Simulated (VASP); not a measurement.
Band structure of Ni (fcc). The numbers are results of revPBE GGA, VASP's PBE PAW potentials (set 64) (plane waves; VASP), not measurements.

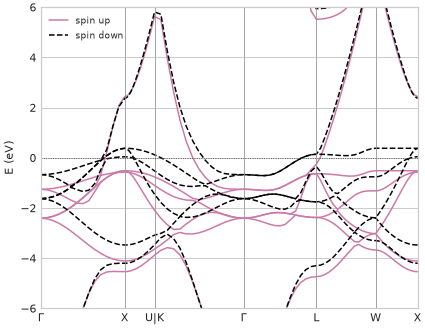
Figure: Bands along high-symmetry lines, zero at the valence-band maximum or, without a gap, the Fermi level

Question: Read the plot: is there a gap, and where are the band edges?

Answer: It has no gap at this level: it comes out as a metal or semimetal. (Edges off the drawn lines would not show.)

The compound is Ni in the fcc structure. It was relaxed first.
